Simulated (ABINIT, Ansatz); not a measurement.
**AlBiS3 (Pm-3m): zone-centre phonons**

Which modes does AlBiS3 (Pm-3m) have at the zone centre?

Main program and level: ABINIT 10.8.3; DFT LDA, scalar-relativistic, plane waves, HGH norm-conserving pseudopotentials.

The structure was built from a prototype and need not be the compound's stable phase.

## (1) Set-up

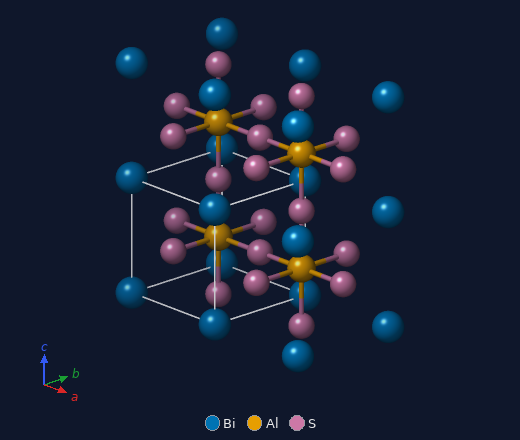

The cell as given, from a free direction (bismuth blue, aluminium orange, sulfur pink). 2×1×2 cells are drawn. Some periodic images of atoms are drawn too.

## (2) Relaxing the cell and atoms

The harmonic expansion needs vanishing forces, and a free crystal bears no stress, so cell and atoms are brought to rest. Stress is more sensitive to the basis than forces are: the last 3 Ha under the cutoff are smoothed with ecutsm, and the cutoff is raised above that of the later runs.

The starting cell comes from a relaxation made beforehand in Ansatz (LDA, PseudoDojo NC).

The input, relax.abi:

```
# relaxation
ionmov 2
optcell 2
dilatmx 1.08
ntime 40
tolmxf 1.0d-05
tolvrs 1.0d-14
prtwf 0
prtden 0
chksymtnons 0

# basis, mesh and filling
ecut 31.0
ecutsm 3.0
ixc 7
ngkpt 6 6 6
nshiftk 1
shiftk 0.0 0.0 0.0
istwfk *1
occopt 7
tsmear 0.01
nband 20
nstep 100
diemac 1000000.0
prtebands 0
prtgsr 0

# cell and atoms
acell 8.629659322 8.629659322 8.629659322
rprim 
    1.0 0.0 0.0
    0.0 1.0 0.0
    0.0 0.0 1.0
ntypat 3
znucl 83 13 16
natom 5
typat 1 2 3 3 3
xred 
    0.0 0.0 0.0
    0.5 0.5 0.5
    0.5 0.5 0.0
    0.5 0.0 0.5
    0.0 0.5 0.5
pp_dirpath "./pseudo"
pseudos "Bi.hgh, Al.hgh, S.hgh"
```

On the command line:

```bash
OMP_NUM_THREADS=1 mpirun -n 4 abinit relax.abi > relax.log
```

Numbers of over 12 decimals in the logs are rounded to 6 here.

relax.abo, the main output file:

```text
[banners, grids, parts of the stress and lines that vanish by symmetry left out]
- input  file    -> relax.abi
- output file    -> relax.abo
- root for input  files -> relaxi
[...]
Symmetries : space group Pm -3 m (#221); Bravais cP (primitive cubic)
[...]
mpw =        6704          nfft =      110592          nkpt =          20
[...]
== DATASET  1 ==================================================================
[...]
cutoff_energies: {ecut:  31.0, pawecutdg:  -1.0, }
[...]
Exchange-correlation functional for the present dataset will be:
  LDA: Perdew-Wang 92 LSD fit to Ceperley-Alder data - ixc=7
[...]
ETOT  1  -38.068832330579    -3.807E+01 2.789E-02 3.342E+03
 ETOT  2  -38.418988435670    -3.502E-01 1.214E-02 4.007E+02
 ETOT  3  -38.492094893135    -7.311E-02 3.490E-03 1.066E+02
 ETOT  4  -38.500632434342    -8.538E-03 4.414E-03 3.886E+01
 ETOT  5  -38.505846050337    -5.214E-03 1.302E-03 1.545E-01
[...]
At SCF step   12       vres2   =  4.98E-16 < tolvrs=  1.00E-14 =>converged.
[...]
sigma(1 1)= -4.87096750E-06  sigma(3 2)=  0.00000000E+00
  sigma(2 2)= -4.87096750E-06  sigma(3 1)=  0.00000000E+00
  sigma(3 3)= -4.87096750E-06  sigma(2 1)=  0.00000000E+00
[...]
convergence: {deltae:  3.553E-13, res2:  4.981E-16, residm:  2.929E-05, diffor: null, }
etotal    :  -3.85058642E+01
[...]
ETOT  1  -38.505862364144    -3.851E+01 1.712E-05 2.328E-02
[...]
At SCF step    8       vres2   =  5.03E-15 < tolvrs=  1.00E-14 =>converged.
[...]
sigma(1 1)= -3.52140938E-06  sigma(3 2)=  0.00000000E+00
  sigma(2 2)= -3.52140938E-06  sigma(3 1)=  0.00000000E+00
  sigma(3 3)= -3.52140938E-06  sigma(2 1)=  0.00000000E+00
[...]
convergence: {deltae:  4.121E-13, res2:  5.025E-15, residm:  7.109E-06, diffor: null, }
etotal    :  -3.85058654E+01
[...]
ETOT  1  -38.505846077608    -3.851E+01 7.420E-06 1.596E-01
[...]
ETOT  8  -38.505866661509    -3.212E-12 6.167E-06 3.016E-14
 ETOT  9  -38.505866661509     5.826E-13 2.997E-06 5.095E-16
 At SCF step    9       vres2   =  5.09E-16 < tolvrs=  1.00E-14 =>converged.
[...]
sigma(1 1)= -7.70034171E-09  sigma(3 2)=  0.00000000E+00
  sigma(2 2)= -7.70034172E-09  sigma(3 1)=  0.00000000E+00
  sigma(3 3)= -7.70034172E-09  sigma(2 1)=  0.00000000E+00
[...]
convergence: {deltae:  5.826E-13, res2:  5.095E-16, residm:  2.997E-06, diffor: null, }
etotal    :  -3.85058667E+01
[...]
At Broyd/MD step   3, gradients are converged :
[...]
sigma(1 1)= -7.70034171E-09  sigma(3 2)=  0.00000000E+00
  sigma(2 2)= -7.70034172E-09  sigma(3 1)=  0.00000000E+00
  sigma(3 3)= -7.70034172E-09  sigma(2 1)=  0.00000000E+00
[...]
- sigma(1 1)= -2.26551875E-04  sigma(3 2)=  0.00000000E+00
- sigma(2 2)= -2.26551875E-04  sigma(3 1)=  0.00000000E+00
- sigma(3 3)= -2.26551875E-04  sigma(2 1)=  0.00000000E+00
[...]
fcart     -0.0000000000E+00 -0.0000000000E+00 -0.0000000000E+00
           strten     -7.7003417143E-09 -7.7003417158E-09 -7.7003417158E-09
================================================================================

[key lines of the parts left out:]
pressure_GPa:   2.2655E-04
Total energy (etotal) [Ha]= -3.85058666615088E+01
```

Elapsed: 88 s, on 4 MPI ranks of Intel Xeon at 2.70GHz, shared host.

Little changed from the start: no atom moved by 0.005 Å and no cell edge by 0.1 %.

This step gave:

```yaml
volume_per_atom: 19.08 Å³
pressure: 2.27e-4 GPa
gap_on_the_k_mesh: 0 eV
```

## (3) Ground state

The response is built on these wavefunctions, so the potential is converged far more tightly than an energy would need. Occupations are smeared.

The input, gs.abi:

```
# ground state
tolvrs 1.0d-16
prtden 1
prtwf 1

# basis, mesh and filling
ecut 24.0
ixc 7
ngkpt 6 6 6
nshiftk 1
shiftk 0.0 0.0 0.0
istwfk *1
occopt 7
tsmear 0.01
nband 20
nstep 100
diemac 1000000.0
prtebands 0
prtgsr 0

# cell and atoms
acell 8.634216027 8.634216027 8.634216027
rprim 
    1.0 0.0 0.0
    0.0 1.0 0.0
    0.0 0.0 1.0
ntypat 3
znucl 83 13 16
natom 5
typat 1 2 3 3 3
xred 
    0.0 0.0 0.0
    0.5 0.5 0.5
    0.5 0.5 0.0
    0.5 0.0 0.5
    0.0 0.5 0.5
pp_dirpath "./pseudo"
pseudos "Bi.hgh, Al.hgh, S.hgh"
```

On the command line:

```bash
OMP_NUM_THREADS=1 mpirun -n 4 abinit gs.abi > gs.log
```

gs.abo, the main output file:

```text
[banners, grids, parts of the stress and lines that vanish by symmetry left out]
- input  file    -> gs.abi
- output file    -> gs.abo
- root for input  files -> gsi
[...]
Symmetries : space group Pm -3 m (#221); Bravais cP (primitive cubic)
[...]
mpw =        3695          nfft =       64000          nkpt =          20
[...]
== DATASET  1 ==================================================================
[...]
cutoff_energies: {ecut:  24.0, pawecutdg:  -1.0, }
[...]
Exchange-correlation functional for the present dataset will be:
  LDA: Perdew-Wang 92 LSD fit to Ceperley-Alder data - ixc=7
[...]
ETOT  1  -38.075632589588    -3.808E+01 2.896E-02 1.926E+03
 ETOT  2  -38.416180335657    -3.405E-01 1.789E-02 2.312E+02
 ETOT  3  -38.488968655888    -7.279E-02 1.614E-03 6.213E+01
 ETOT  4  -38.497538033914    -8.569E-03 2.074E-03 2.279E+01
 ETOT  5  -38.502830827952    -5.293E-03 5.448E-04 9.095E-02
[...]
ETOT 12  -38.502849204150     9.877E-13 3.090E-04 5.944E-16
 ETOT 13  -38.502849204150    -7.461E-13 7.625E-05 1.602E-18
 At SCF step   13       vres2   =  1.60E-18 < tolvrs=  1.00E-16 =>converged.
[...]
sigma(1 1)=  2.11214773E-05  sigma(3 2)=  0.00000000E+00
  sigma(2 2)=  2.11214773E-05  sigma(3 1)=  0.00000000E+00
  sigma(3 3)=  2.11214773E-05  sigma(2 1)=  0.00000000E+00
[...]
convergence: {deltae: -7.461E-13, res2:  1.602E-18, residm:  7.625E-05, diffor: null, }
etotal    :  -3.85028492E+01
[...]
sigma(1 1)=  2.11214773E-05  sigma(3 2)=  0.00000000E+00
  sigma(2 2)=  2.11214773E-05  sigma(3 1)=  0.00000000E+00
  sigma(3 3)=  2.11214773E-05  sigma(2 1)=  0.00000000E+00
[...]
- sigma(1 1)=  6.21415316E-01  sigma(3 2)=  0.00000000E+00
- sigma(2 2)=  6.21415316E-01  sigma(3 1)=  0.00000000E+00
- sigma(3 3)=  6.21415316E-01  sigma(2 1)=  0.00000000E+00
[...]
fcart     -0.0000000000E+00 -0.0000000000E+00 -0.0000000000E+00
           strten      2.1121477269E-05  2.1121477269E-05  2.1121477269E-05
================================================================================

[key lines of the parts left out:]
pressure_GPa:  -6.2142E-01
```

It took 21 s on 4 MPI ranks; 84 s of CPU time.

Numbers from this step:

* pressure: -0.6214 GPa

The cell stands at -0.62 GPa: the relaxation ran with a smoothed and higher cutoff, and the difference is a stress of the finite basis.

(Continued in part 2 of 5.)

[Host names and launcher messages were left out of these logs when they were recorded.]

[Logs are printed without paths, hosts, clocks, repeated set-up lines and the standing remarks that a program may print on its own settings, such as how far it seeks lower states.]

[Hosts, paths, dates, database ids (printed as entryN), source tags and the programs' standing remarks are cut or masked in the printed files.]
